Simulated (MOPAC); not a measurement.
**Grid calculation, with input and output: CH4F2Si (part 2 of 2)**

The same run, continued: CH4F2Si; AM1, closed shell (MOPAC 23.2.5). The geometry comes from this level: GFN2-xTB.

Geometry of the input (Å):
```
F  0.0000  0.0000  0.0000
C  1.3823  0.0000  0.0000
Si 2.0549  1.7933  0.0000
F  2.1213  2.2684  -1.5340
H  1.6599  -0.5081  -0.8079
H  1.6843  -0.5669  0.8840
H  3.4355  1.7971  0.4565
H  1.1315  2.6943  0.6620
```

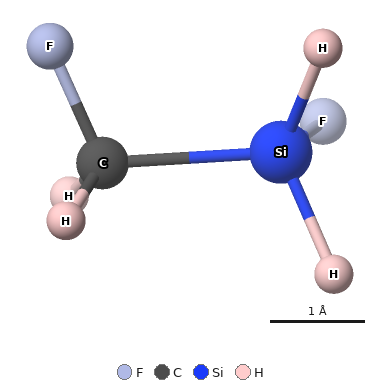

**Figure 1.** The structure as given in the input (ball-and-stick view, seen on its broad side).

The program's output, continued
```
 :         1.39400       -77.63000          -106.677868        14    1
 RESTART FILE WRITTEN,      TIME LEFT:  2.00D  GRAD.:   157.308 HEAT: -29.37241
 RESTART FILE WRITTEN,      TIME LEFT:  2.00D  GRAD.:   107.906 HEAT: -48.42369
 RESTART FILE WRITTEN,      TIME LEFT:  2.00D  GRAD.:    44.459 HEAT: -65.38440
 RESTART FILE WRITTEN,      TIME LEFT:  2.00D  GRAD.:    24.423 HEAT: -75.38710
 RESTART FILE WRITTEN,      TIME LEFT:  2.00D  GRAD.:    14.282 HEAT: -80.98314
 RESTART FILE WRITTEN,      TIME LEFT:  2.00D  GRAD.:     8.573 HEAT: -81.59763
 RESTART FILE WRITTEN,      TIME LEFT:  2.00D  GRAD.:     7.420 HEAT: -82.04321
 RESTART FILE WRITTEN,      TIME LEFT:  2.00D  GRAD.:     2.999 HEAT: -82.14626
 RESTART FILE WRITTEN,      TIME LEFT:  2.00D  GRAD.:     0.990 HEAT: -82.16765

     GRADIENT =  0.98982 IS LESS THAN CUTOFF =  1.00000

 :         1.39400       -37.63000           -82.167660        15    0

       FIRST VARIABLE   SECOND VARIABLE FUNCTION
 :         0.99400      -117.63000     -137.945672
 AM1 POINT1=5 GNORM=1 POINT2=3 STEP1=0.1 CHARGE=0 STEP2=40 AUX(PRECISION=6) THREADS=1
 CH4F2Si, AM1
 FC[SiH2]F
  F     0.00000000 +0    0.0000000 +0    0.0000000 +0     0     0     0
  C     1.38711652 +1    0.0000000 +0    0.0000000 +0     1     0     0
 Si     1.85960011 +1  109.0250892 +1    0.0000000 +0     2     1     0
  F     1.62049517 +1  112.6686881 +1  -87.3242801 +1     3     2     1
  H     0.99400000 -1  109.8685323 +1 -124.4160705 +1     2     1     3
  H     1.13083940 +1  108.0284237 +1  116.9127271 +1     2     5     1
  H     1.45750573 +1  109.2385821 +1  120.2707648 +1     3     4     2
  H     1.45675714 +1  107.8619270 +1 -117.6300000 -1     3     7     4

       FIRST VARIABLE   SECOND VARIABLE FUNCTION
 :         0.99400       -77.63000     -115.605747
 AM1 POINT1=5 GNORM=1 POINT2=3 STEP1=0.1 CHARGE=0 STEP2=40 AUX(PRECISION=6) THREADS=1
 CH4F2Si, AM1
 FC[SiH2]F
  F     0.00000000 +0    0.0000000 +0    0.0000000 +0     0     0     0
  C     1.38756178 +1    0.0000000 +0    0.0000000 +0     1     0     0
 Si     1.84119503 +1  109.1966544 +1    0.0000000 +0     2     1     0
  F     1.63192553 +1  117.1774536 +1  -93.6163969 +1     3     2     1
  H     0.99400000 -1  109.8975790 +1 -124.2077202 +1     2     1     3
  H     1.13166756 +1  108.0032267 +1  116.6622270 +1     2     5     1
  H     1.45884004 +1  122.6349648 +1  155.8111660 +1     3     4     2
  H     1.51375873 +1   83.8683584 +1  -77.6300000 -1     3     7     4

       FIRST VARIABLE   SECOND VARIABLE FUNCTION
 :         0.99400       -37.63000      -92.389497
 AM1 POINT1=5 GNORM=1 POINT2=3 STEP1=0.1 CHARGE=0 STEP2=40 AUX(PRECISION=6) THREADS=1
 CH4F2Si, AM1
 FC[SiH2]F
  F     0.00000000 +0    0.0000000 +0    0.0000000 +0     0     0     0
  C     1.38264080 +1    0.0000000 +0    0.0000000 +0     1     0     0
 Si     1.93307123 +1  108.7946950 +1    0.0000000 +0     2     1     0
  F     1.62265258 +1   96.6176495 +1 -155.7251689 +1     3     2     1
  H     0.99400000 -1  110.5221006 +1 -123.5619722 +1     2     1     3
  H     1.12664475 +1  108.7639405 +1  118.3748106 +1     2     5     1
  H     1.46405957 +1  172.8579585 +1 -145.3408507 +1     3     4     2
  H     1.51004931 +1   80.1800931 +1  -37.6300000 -1     3     7     4

       FIRST VARIABLE   SECOND VARIABLE FUNCTION
 :         1.09400      -117.63000     -145.385713
 AM1 POINT1=5 GNORM=1 POINT2=3 STEP1=0.1 CHARGE=0 STEP2=40 AUX(PRECISION=6) THREADS=1
 CH4F2Si, AM1
 FC[SiH2]F
  F     0.00000000 +0    0.0000000 +0    0.0000000 +0     0     0     0
  C     1.38328472 +1    0.0000000 +0    0.0000000 +0     1     0     0
 Si     1.84532840 +1  109.0348328 +1    0.0000000 +0     2     1     0
  F     1.62161191 +1  110.7903013 +1  178.1533456 +1     3     2     1
  H     1.09400000 -1  108.7368884 +1 -123.1067695 +1     2     1     3
  H     1.12465609 +1  106.5782337 +1  116.4870966 +1     2     5     1
  H     1.45620562 +1  109.9467506 +1  121.4368665 +1     3     4     2
  H     1.45909128 +1  107.9742984 +1 -117.6300000 -1     3     7     4

       FIRST VARIABLE   SECOND VARIABLE FUNCTION
 :         1.09400       -77.63000     -123.486501
 AM1 POINT1=5 GNORM=1 POINT2=3 STEP1=0.1 CHARGE=0 STEP2=40 AUX(PRECISION=6) THREADS=1
 CH4F2Si, AM1
 FC[SiH2]F
  F     0.00000000 +0    0.0000000 +0    0.0000000 +0     0     0     0
  C     1.38329579 +1    0.0000000 +0    0.0000000 +0     1     0     0
 Si     1.82369529 +1  110.1442538 +1    0.0000000 +0     2     1     0
  F     1.63239062 +1  115.8025967 +1  169.1265163 +1     3     2     1
  H     1.09400000 -1  108.5357187 +1 -123.4571464 +1     2     1     3
  H     1.12615622 +1  106.4476501 +1  116.2138140 +1     2     5     1
  H     1.45909449 +1  122.8129161 +1  157.2371828 +1     3     4     2
  H     1.51489453 +1   84.0131808 +1  -77.6300000 -1     3     7     4

       FIRST VARIABLE   SECOND VARIABLE FUNCTION
 :         1.09400       -37.63000      -99.162697
 AM1 POINT1=5 GNORM=1 POINT2=3 STEP1=0.1 CHARGE=0 STEP2=40 AUX(PRECISION=6) THREADS=1
 CH4F2Si, AM1
 FC[SiH2]F
  F     0.00000000 +0    0.0000000 +0    0.0000000 +0     0     0     0
  C     1.37812086 +1    0.0000000 +0    0.0000000 +0     1     0     0
 Si     1.91020470 +1  110.5692176 +1    0.0000000 +0     2     1     0
  F     1.62290106 +1   96.8222685 +1 -167.0978582 +1     3     2     1
  H     1.09400000 -1  109.1433588 +1 -122.8261927 +1     2     1     3
  H     1.12223443 +1  107.2072556 +1  117.5529988 +1     2     5     1
  H     1.46440519 +1  171.2239096 +1 -146.7449050 +1     3     4     2
  H     1.51399007 +1   79.4971122 +1  -37.6300000 -1     3     7     4

       FIRST VARIABLE   SECOND VARIABLE FUNCTION
 :         1.19400      -117.63000     -144.116809
 AM1 POINT1=5 GNORM=1 POINT2=3 STEP1=0.1 CHARGE=0 STEP2=40 AUX(PRECISION=6) THREADS=1
 CH4F2Si, AM1
 FC[SiH2]F
  F     0.00000000 +0    0.0000000 +0    0.0000000 +0     0     0     0
  C     1.37776264 +1    0.0000000 +0    0.0000000 +0     1     0     0
 Si     1.83252888 +1  110.2645792 +1    0.0000000 +0     2     1     0
  F     1.62102350 +1  110.9247452 +1 -179.3495144 +1     3     2     1
  H     1.19400000 -1  107.7741931 +1 -121.4350125 +1     2     1     3
  H     1.12067419 +1  105.2758584 +1  116.1228082 +1     2     5     1
  H     1.45768655 +1  109.7734713 +1  121.7990188 +1     3     4     2
  H     1.45733363 +1  107.8907023 +1 -117.6300000 -1     3     7     4

       FIRST VARIABLE   SECOND VARIABLE FUNCTION
 :         1.19400       -77.63000     -122.336001
 AM1 POINT1=5 GNORM=1 POINT2=3 STEP1=0.1 CHARGE=0 STEP2=40 AUX(PRECISION=6) THREADS=1
 CH4F2Si, AM1
 FC[SiH2]F
  F     0.00000000 +0    0.0000000 +0    0.0000000 +0     0     0     0
  C     1.37837738 +1    0.0000000 +0    0.0000000 +0     1     0     0
 Si     1.81299707 +1  111.3626827 +1    0.0000000 +0     2     1     0
  F     1.63211122 +1  115.9901527 +1  159.4059898 +1     3     2     1
  H     1.19400000 -1  107.5236542 +1 -121.7227061 +1     2     1     3
  H     1.12179581 +1  105.2241295 +1  115.9617108 +1     2     5     1
  H     1.45749749 +1  122.8924871 +1  157.7770420 +1     3     4     2
  H     1.51518344 +1   84.0690258 +1  -77.6300000 -1     3     7     4

       FIRST VARIABLE   SECOND VARIABLE FUNCTION
 :         1.19400       -37.63000      -98.258035
 AM1 POINT1=5 GNORM=1 POINT2=3 STEP1=0.1 CHARGE=0 STEP2=40 AUX(PRECISION=6) THREADS=1
 CH4F2Si, AM1
 FC[SiH2]F
  F     0.00000000 +0    0.0000000 +0    0.0000000 +0     0     0     0
  C     1.37494200 +1    0.0000000 +0    0.0000000 +0     1     0     0
 Si     1.89517427 +1  110.1044542 +1    0.0000000 +0     2     1     0
  F     1.62200058 +1   98.1999862 +1  124.4099966 +1     3     2     1
  H     1.19400000 -1  108.0610024 +1 -120.4307827 +1     2     1     3
  H     1.11728944 +1  106.4021113 +1  117.3711553 +1     2     5     1
  H     1.46312687 +1  171.5443555 +1 -146.5021507 +1     3     4     2
  H     1.51052964 +1   79.9351140 +1  -37.6300000 -1     3     7     4

       FIRST VARIABLE   SECOND VARIABLE FUNCTION
 :         1.29400      -117.63000     -137.697811
 AM1 POINT1=5 GNORM=1 POINT2=3 STEP1=0.1 CHARGE=0 STEP2=40 AUX(PRECISION=6) THREADS=1
 CH4F2Si, AM1
 FC[SiH2]F
  F     0.00000000 +0    0.0000000 +0    0.0000000 +0     0     0     0
  C     1.37343743 +1    0.0000000 +0    0.0000000 +0     1     0     0
 Si     1.82193675 +1  111.5162505 +1    0.0000000 +0     2     1     0
  F     1.62138205 +1  110.7365156 +1  176.7560744 +1     3     2     1
  H     1.29400000 -1  106.6483167 +1 -119.7227536 +1     2     1     3
  H     1.11606561 +1  103.8808730 +1  115.7480337 +1     2     5     1
  H     1.45728090 +1  109.9300277 +1  122.0282229 +1     3     4     2
  H     1.45757344 +1  107.7050707 +1 -117.6300000 -1     3     7     4

       FIRST VARIABLE   SECOND VARIABLE FUNCTION
 :         1.29400       -77.63000     -116.032535
 AM1 POINT1=5 GNORM=1 POINT2=3 STEP1=0.1 CHARGE=0 STEP2=40 AUX(PRECISION=6) THREADS=1
 CH4F2Si, AM1
 FC[SiH2]F
  F     0.00000000 +0    0.0000000 +0    0.0000000 +0     0     0     0
  C     1.37267619 +1    0.0000000 +0    0.0000000 +0     1     0     0
 Si     1.80274791 +1  113.0328883 +1    0.0000000 +0     2     1     0
  F     1.63203416 +1  116.3050374 +1  138.1626874 +1     3     2     1
  H     1.29400000 -1  106.4869250 +1 -119.7452688 +1     2     1     3
  H     1.11786840 +1  104.0254840 +1  115.7257845 +1     2     5     1
  H     1.45713250 +1  122.8903641 +1  158.6483229 +1     3     4     2
  H     1.51299569 +1   83.9254318 +1  -77.6300000 -1     3     7     4

       FIRST VARIABLE   SECOND VARIABLE FUNCTION
 :         1.29400       -37.63000      -91.719342
 AM1 POINT1=5 GNORM=1 POINT2=3 STEP1=0.1 CHARGE=0 STEP2=40 AUX(PRECISION=6) THREADS=1
 CH4F2Si, AM1
 FC[SiH2]F
  F     0.00000000 +0    0.0000000 +0    0.0000000 +0     0     0     0
  C     1.37038323 +1    0.0000000 +0    0.0000000 +0     1     0     0
 Si     1.87928068 +1  111.6959413 +1    0.0000000 +0     2     1     0
  F     1.62251797 +1   98.3708622 +1  127.5484576 +1     3     2     1
  H     1.29400000 -1  106.8867777 +1 -118.5204038 +1     2     1     3
  H     1.11359133 +1  105.0724956 +1  116.9317860 +1     2     5     1
  H     1.46470314 +1  170.6925608 +1 -146.9770997 +1     3     4     2
  H     1.51151763 +1   79.5509011 +1  -37.6300000 -1     3     7     4

       FIRST VARIABLE   SECOND VARIABLE FUNCTION
 :         1.39400      -117.63000     -128.228197
 AM1 POINT1=5 GNORM=1 POINT2=3 STEP1=0.1 CHARGE=0 STEP2=40 AUX(PRECISION=6) THREADS=1
 CH4F2Si, AM1
 FC[SiH2]F
  F     0.00000000 +0    0.0000000 +0    0.0000000 +0     0     0     0
  C     1.36838509 +1    0.0000000 +0    0.0000000 +0     1     0     0
 Si     1.81283355 +1  112.9010659 +1    0.0000000 +0     2     1     0
  F     1.62129918 +1  110.7283756 +1 -177.1262877 +1     3     2     1
  H     1.39400000 -1  105.7116177 +1 -117.7747505 +1     2     1     3
  H     1.11278799 +1  102.6865033 +1  115.5706759 +1     2     5     1
  H     1.45767009 +1  109.8433559 +1  121.9733075 +1     3     4     2
  H     1.45791826 +1  107.4896612 +1 -117.6300000 -1     3     7     4

       FIRST VARIABLE   SECOND VARIABLE FUNCTION
 :         1.39400       -77.63000     -106.677868
 AM1 POINT1=5 GNORM=1 POINT2=3 STEP1=0.1 CHARGE=0 STEP2=40 AUX(PRECISION=6) THREADS=1
 CH4F2Si, AM1
 FC[SiH2]F
  F     0.00000000 +0    0.0000000 +0    0.0000000 +0     0     0     0
  C     1.36842004 +1    0.0000000 +0    0.0000000 +0     1     0     0
 Si     1.79224576 +1  113.9792506 +1    0.0000000 +0     2     1     0
  F     1.63245482 +1  115.8962314 +1  154.1989417 +1     3     2     1
  H     1.39400000 -1  105.5488969 +1 -117.9641244 +1     2     1     3
  H     1.11439555 +1  102.5697635 +1  115.4104762 +1     2     5     1
  H     1.45835891 +1  122.8155310 +1  158.1281893 +1     3     4     2
  H     1.51407143 +1   83.9694934 +1  -77.6300000 -1     3     7     4

       FIRST VARIABLE   SECOND VARIABLE FUNCTION
 :         1.39400       -37.63000      -82.167660
 AM1 POINT1=5 GNORM=1 POINT2=3 STEP1=0.1 CHARGE=0 STEP2=40 AUX(PRECISION=6) THREADS=1
 CH4F2Si, AM1
 FC[SiH2]F
  F     0.00000000 +0    0.0000000 +0    0.0000000 +0     0     0     0
  C     1.36589456 +1    0.0000000 +0    0.0000000 +0     1     0     0
 Si     1.86134792 +1  113.3662966 +1    0.0000000 +0     2     1     0
  F     1.62292972 +1   98.8577261 +1  135.3131634 +1     3     2     1
  H     1.39400000 -1  105.8909711 +1 -116.1410913 +1     2     1     3
  H     1.11089548 +1  103.8837107 +1  116.5643973 +1     2     5     1
  H     1.46401014 +1  169.0002896 +1 -147.9063945 +1     3     4     2
  H     1.51252335 +1   78.8793876 +1  -37.6300000 -1     3     7     4

          HORIZONTAL: VARYING SECOND PARAMETER,
          VERTICAL:   VARYING FIRST PARAMETER

          WHOLE OF GRID, SUITABLE FOR PLOTTING

          -117.630  -77.630  -37.630
    0.994 -137.946 -115.606  -92.389
    1.094 -145.386 -123.487  -99.163
    1.194 -144.117 -122.336  -98.258
    1.294 -137.698 -116.033  -91.719
    1.394 -128.228 -106.678  -82.168

 *                    *
 * JOB ENDED NORMALLY *
 *                    *

 TOTAL JOB TIME:             0.23 SECONDS

 == MOPAC DONE ==
```

Key numbers

- outcome: converged
- basis functions: 20
- peak memory: 0.11 GiB

Notes

MOPAC's energies along a path are heats of formation.
